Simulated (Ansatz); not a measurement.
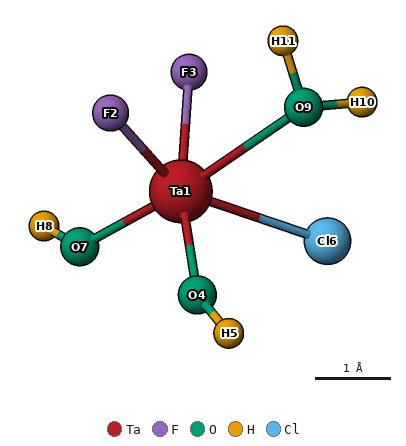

The structure as given in the input (ball-and-stick view, seen at a tilt; atoms are numbered from 1 in the order of the input). Sticks mark near contacts. Bond lengths as drawn: Cl–Ta 2.39 Å, F–Ta 1.90 to 1.91 Å, H–O 0.96 to 0.97 Å and O–Ta 1.87 to 2.31 Å.

Nudged elastic band, with input and output: TaH₄ClO₃F₂ (part 1 of 2)

System: TaH₄ClO₃F₂.
Method: RKS PBE0-D4/def2-SVP (Ansatz 0.2.0).

It belongs to a series of runs on one base structure; here: band between the two ends. Figures and captions count atoms from 1; the log counts them from 0 in places.

**The input**
```yaml
crystal:
  periodic: [false, false, false]
  atoms:
    - { symbol: Ta, position_ang: [-0.037856, -0.129056, -0.249429] }
    - { symbol: F, position_ang: [1.717141, -0.850706, -0.202793] }
    - { symbol: F, position_ang: [0.410358, 0.668456, 1.430765] }
    - { symbol: O, position_ang: [-0.250571, -0.575865, -2.05755] }
    - { symbol: H, position_ang: [-0.226236, -0.460534, -3.007357] }
    - { symbol: Cl, position_ang: [-1.604133, 1.665309, -0.478693] }
    - { symbol: O, position_ang: [-1.078705, -1.486965, 0.506753] }
    - { symbol: H, position_ang: [-1.333536, -1.722686, 1.403909] }
    - { symbol: O, position_ang: [1.309951, 1.614032, -0.947719] }
    - { symbol: H, position_ang: [0.866107, 2.455934, -0.766464] }
    - { symbol: H, position_ang: [2.156181, 1.618081, -0.478723] }
basis:
  gaussian: { orbitals: def2-SVP }
hamiltonian:
  xc: pbe0
  dispersion: d4
neb:
  order_check: false
  images: 7
  f_tol: 0.03
  max_iterations: 60
  final_atoms:
    - { symbol: Ta, position_ang: [-0.34684982, 0.43925444, -0.23605292] }
    - { symbol: F, position_ang: [1.82411691, -0.49803047, -0.12183125] }
    - { symbol: F, position_ang: [0.1257005, 0.74736623, 1.57567767] }
    - { symbol: O, position_ang: [-0.30666579, -0.05319971, -2.05781628] }
    - { symbol: H, position_ang: [-0.10476183, -0.68421646, -2.75058632] }
    - { symbol: Cl, position_ang: [-2.25318768, 1.72108534, -0.28231859] }
    - { symbol: O, position_ang: [-0.86448095, -1.30129379, 0.29884013] }
    - { symbol: H, position_ang: [-0.60141329, -1.79454286, 1.08267157] }
    - { symbol: O, position_ang: [1.18542771, 1.70326545, -0.57922582] }
    - { symbol: H, position_ang: [1.27384658, 2.05539671, -1.47389794] }
    - { symbol: H, position_ang: [1.99696867, 0.46091512, -0.30276125] }
  initial_path:
    images:
      - { positions_ang: [[-0.037856, -0.129056, -0.249429], [1.717141, -0.850706, -0.202793], [0.410358, 0.668456, 1.430765], [-0.250571, -0.575865, -2.05755], [-0.226236, -0.460534, -3.007357], [-1.604133, 1.665309, -0.478693], [-1.078705, -1.486965, 0.506753], [-1.333536, -1.722686, 1.403909], [1.309951, 1.614032, -0.947719], [0.866107, 2.455934, -0.766464], [2.156181, 1.618081, -0.478723]] }
      - { positions_ang: [[-0.02659371, -0.09214621, -0.18383663], [1.85921695, -0.6111874, -0.14653188], [0.30653918, 0.53315814, 1.55803375], [-0.18296116, -0.45569032, -2.04411611], [-0.31577441, -0.55719629, -2.83122754], [-1.53048192, 1.77509977, -0.3872657], [-1.04263494, -1.55670938, 0.40698317], [-1.39627008, -1.73290805, 1.27310755], [1.14963939, 1.69685748, -0.98508687], [1.02124999, 2.27907588, -0.98886592], [2.08677172, 1.51764639, -0.51849481]] }
      - { positions_ang: [[-0.01533142, -0.05523643, -0.11824426], [2.00129289, -0.37166881, -0.09027076], [0.20272035, 0.39786027, 1.68530249], [-0.11535132, -0.33551565, -2.03068222], [-0.40531283, -0.65385859, -2.65509808], [-1.45683084, 1.88489054, -0.2958384], [-1.00656487, -1.62645376, 0.30721333], [-1.45900416, -1.7431301, 1.1423061], [0.98932777, 1.77968296, -1.02245473], [1.17639298, 2.10221776, -1.21126784], [2.01736243, 1.41721178, -0.55826663]] }
      - { positions_ang: [[-0.00406913, -0.01832664, -0.05265189], [2.14336884, -0.13215021, -0.03400964], [0.09890153, 0.26256241, 1.81257124], [-0.04774149, -0.21534097, -2.01724833], [-0.49485124, -0.75052088, -2.47896862], [-1.38317976, 1.99468132, -0.2044111], [-0.97049481, -1.69619814, 0.2074435], [-1.52173824, -1.75335215, 1.01150465], [0.82901616, 1.86250845, -1.0598226], [1.33153598, 1.92535964, -1.43366976], [1.94795315, 1.31677717, -0.59803844]] }
      - { positions_ang: [[0.00719316, 0.01858315, 0.01294048], [2.28544479, 0.10736839, 0.02225148], [-0.0049173, 0.12726454, 1.93983998], [0.01986835, -0.0951663, -2.00381444], [-0.58438965, -0.84718317, -2.30283917], [-1.30952868, 2.10447209, -0.1129838], [-0.93442474, -1.76594252, 0.10767366], [-1.58447232, -1.7635742, 0.8807032], [0.66870455, 1.94533393, -1.09719047], [1.48667897, 1.74850153, -1.65607168], [1.87854386, 1.21634256, -0.63781025]] }
      - { positions_ang: [[-0.08131759, 0.12375097, -0.04930787], [2.17011282, -0.04398133, -0.0137692], [0.02773715, 0.28228996, 1.8487994], [-0.06176518, -0.08467465, -2.0173149], [-0.4644827, -0.80644149, -2.41477596], [-1.54544343, 2.0086254, -0.1553175], [-0.91693879, -1.64978033, 0.15546528], [-1.33870756, -1.77131636, 0.93119529], [0.79788534, 1.88481681, -0.9676993], [1.43347087, 1.82522532, -1.61052825], [1.90815006, 1.0274857, -0.554048]] }
      - { positions_ang: [[-0.16982833, 0.2289188, -0.11155622], [2.05478085, -0.19533104, -0.04978988], [0.0603916, 0.43731539, 1.75775883], [-0.14339872, -0.074183, -2.03081536], [-0.34457574, -0.76569981, -2.52671275], [-1.78135818, 1.91277871, -0.19765119], [-0.89945285, -1.53361815, 0.2032569], [-1.09294281, -1.77905853, 0.98168739], [0.92706613, 1.82429969, -0.83820814], [1.38026277, 1.90194912, -1.56498481], [1.93775627, 0.83862884, -0.47028575]] }
      - { positions_ang: [[-0.25833908, 0.33408662, -0.17380457], [1.93944888, -0.34668075, -0.08581057], [0.09304605, 0.59234081, 1.66671825], [-0.22503225, -0.06369136, -2.04431582], [-0.22466879, -0.72495814, -2.63864953], [-2.01727293, 1.81693203, -0.23998489], [-0.8819669, -1.41745597, 0.25104851], [-0.84717805, -1.7868007, 1.03217948], [1.05624692, 1.76378257, -0.70871698], [1.32705468, 1.97867292, -1.51944138], [1.96736247, 0.64977198, -0.3865235]] }
      - { positions_ang: [[-0.34684982, 0.43925444, -0.23605292], [1.82411691, -0.49803047, -0.12183125], [0.1257005, 0.74736623, 1.57567767], [-0.30666579, -0.05319971, -2.05781628], [-0.10476183, -0.68421646, -2.75058632], [-2.25318768, 1.72108534, -0.28231859], [-0.86448095, -1.30129379, 0.29884013], [-0.60141329, -1.79454286, 1.08267157], [1.18542771, 1.70326545, -0.57922582], [1.27384658, 2.05539671, -1.47389794], [1.99696867, 0.46091512, -0.30276125]] }
```

Launch command:
```bash
ansatz run input.yaml --threads 4 --pin off --max-ram 5120MiB --backend cpu --events-out ev --progress --plain --runs-dir out
```

**The program's output**
```
Engine: ansatz 0.2.0, aarch64-unknown-linux-gnu
Functional definition: PBE0
  parameter a = 0.25
  parameter kappa = 0.804
  parameter beta = 0.06672455060314922
  exchange = (1 - a)*pbe_x(kappa = kappa, mu = beta*pi^2/3) + a*exact_x
  correlation = pbe_c(beta = beta)
1435 factors; integrals over basis functions are off by at most 3.7e-4 eV
mean field evaluation 1: about -25680.3649 eV, gradient 9.0e1 eV
mean field evaluation 2: about -25608.2518 eV, gradient 2.2e2 eV
mean field evaluation 4: about -25694.0880 eV, gradient 1.2e1 eV
mean field evaluation 8: about -25694.4339 eV, gradient 3.6e-1 eV
mean field evaluation 16: about -25694.4342 eV, gradient 2.3e-4 eV
mean field -25694.43419823 eV, -944.2530404720 hartree, gradient 1.8e-5 eV, S^2 0.000000; 0 other end points of the search recorded, 0 dependent functions left out
the calculation of the forces begins
reference -25694.43425033 eV, -944.2530423866 hartree; 38, 38 occupied and 102, 102 virtual orbitals, 1435 factors
1437 factors; integrals over basis functions are off by at most 1.2e-3 eV
mean field evaluation 32: about -25693.4657 eV, gradient 4.0e-3 eV
mean field -25693.46566774 eV, -944.2174476328 hartree, gradient 5.2e-5 eV, S^2 0.000000; 0 other end points of the search recorded, 0 dependent functions left out
[... from here on the field's lines of each further geometry are left out, up to the last ...]
NEB iter   1: max|band force component| = 2.492e2 eV/Å  barrier→ = 45.4967 eV  barrier← = 44.5260 eV  Δτ_max = 0.2000 Å  (287 SCF iters)
NEB iter   2: max|band force component| = 3.040e1 eV/Å  barrier→ = 5.7717 eV  barrier← = 4.8010 eV  Δτ_max = 0.2000 Å  (263 SCF iters)
NEB iter   3: max|band force component| = 2.164e1 eV/Å  barrier→ = 3.5141 eV  barrier← = 2.5433 eV  Δτ_max = 0.1984 Å  (248 SCF iters)
NEB iter   4: max|band force component| = 8.114e0 eV/Å  barrier→ = 1.3130 eV  barrier← = 0.3422 eV  Δτ_max = 0.2000 Å  (251 SCF iters)
NEB iter   5: max|band force component| = 5.924e0 eV/Å  barrier→ = 1.4451 eV  barrier← = 0.4744 eV  Δτ_max = 0.1972 Å  (249 SCF iters)
NEB iter   6: max|band force component| = 6.669e0 eV/Å  barrier→ = 1.1089 eV  barrier← = 0.1381 eV  Δτ_max = 0.1011 Å  (244 SCF iters)
NEB iter   7: max|band force component| = 4.865e0 eV/Å  barrier→ = 1.0229 eV  barrier← = 0.0521 eV  Δτ_max = 0.0503 Å  (233 SCF iters)
NEB iter   8: max|band force component| = 2.332e0 eV/Å  barrier→ = 1.0023 eV  barrier← = 0.0315 eV  Δτ_max = 0.0994 Å  (230 SCF iters)
NEB iter   9: max|band force component| = 1.224e0 eV/Å  barrier→ = 0.9998 eV  barrier← = 0.0291 eV  Δτ_max = 0.1007 Å  (235 SCF iters)
NEB iter  10: max|band force component| = 9.531e-1 eV/Å  barrier→ = 0.9972 eV  barrier← = 0.0265 eV  Δτ_max = 0.1008 Å  (228 SCF iters)
NEB iter  11: max|band force component| = 3.954e-1 eV/Å  barrier→ = 0.9953 eV  barrier← = 0.0246 eV  CI = image 7  Δτ_max = 0.2000 Å  (227 SCF iters)
NEB iter  12: max|band force component| = 4.091e-1 eV/Å  barrier→ = 0.9985 eV  barrier← = 0.0278 eV  CI = image 7  Δτ_max = 0.0996 Å  (243 SCF iters)
NEB iter  13: max|band force component| = 2.102e-1 eV/Å  barrier→ = 0.9909 eV  barrier← = 0.0202 eV  CI = image 7  Δτ_max = 0.0998 Å  (227 SCF iters)
NEB iter  14: max|band force component| = 2.167e-1 eV/Å  barrier→ = 0.9837 eV  barrier← = 0.0129 eV  CI = image 7  Δτ_max = 0.0501 Å  (228 SCF iters)
NEB iter  15: max|band force component| = 9.799e-2 eV/Å  barrier→ = 0.9796 eV  barrier← = 0.0089 eV  CI = image 7  Δτ_max = 0.0896 Å  (235 SCF iters)
NEB iter  16: max|band force component| = 7.552e-2 eV/Å  barrier→ = 0.9755 eV  barrier← = 0.0047 eV  CI = image 7  Δτ_max = 0.0820 Å  (230 SCF iters)
NEB iter  17: max|band force component| = 9.912e-2 eV/Å  barrier→ = 0.9734 eV  barrier← = 0.0027 eV  CI = image 7  Δτ_max = 0.0411 Å  (233 SCF iters)
NEB iter  18: max|band force component| = 5.873e-2 eV/Å  barrier→ = 0.9725 eV  barrier← = 0.0018 eV  CI = image 7  Δτ_max = 0.0410 Å  (235 SCF iters)
NEB iter  19: max|band force component| = 8.535e-2 eV/Å  barrier→ = 0.9720 eV  barrier← = 0.0013 eV  CI = image 7  Δτ_max = 0.0205 Å  (233 SCF iters)
NEB iter  20: max|band force component| = 4.292e-2 eV/Å  barrier→ = 0.9718 eV  barrier← = 0.0011 eV  CI = image 7  Δτ_max = 0.0410 Å  (235 SCF iters)
NEB iter  21: max|band force component| = 4.323e-2 eV/Å  barrier→ = 0.9717 eV  barrier← = 0.0010 eV  CI = image 7  Δτ_max = 0.0352 Å  (235 SCF iters)
NEB iter  22: max|band force component| = 5.026e-2 eV/Å  barrier→ = 0.9718 eV  barrier← = 0.0011 eV  CI = image 7  Δτ_max = 0.0409 Å  (234 SCF iters)
NEB iter  23: max|band force component| = 7.641e-2 eV/Å  barrier→ = 0.9718 eV  barrier← = 0.0011 eV  CI = image 7  Δτ_max = 0.0205 Å  (233 SCF iters)
the calculation of the forces begins
reference -25693.80696570 eV, -944.2299901016 hartree; 38, 38 occupied and 102, 102 virtual orbitals, 1435 factors
1436 factors; integrals over basis functions are off by at most 1.6e-3 eV
mean field -25693.46452577 eV, -944.2174056663 hartree, gradient 1.1e-5 eV, S^2 0.000000; 1 other end points of the search recorded, 0 dependent functions left out
the calculation of the forces begins
reference -25693.46457837 eV, -944.2174075992 hartree; 38, 38 occupied and 102, 102 virtual orbitals, 1436 factors
NEB iter  24: max|band force component| = 2.254e-2 eV/Å  barrier→ = 0.9718 eV  barrier← = 0.0011 eV  CI = image 7  Δτ_max = 0.0000 Å  (419 SCF iters)
```
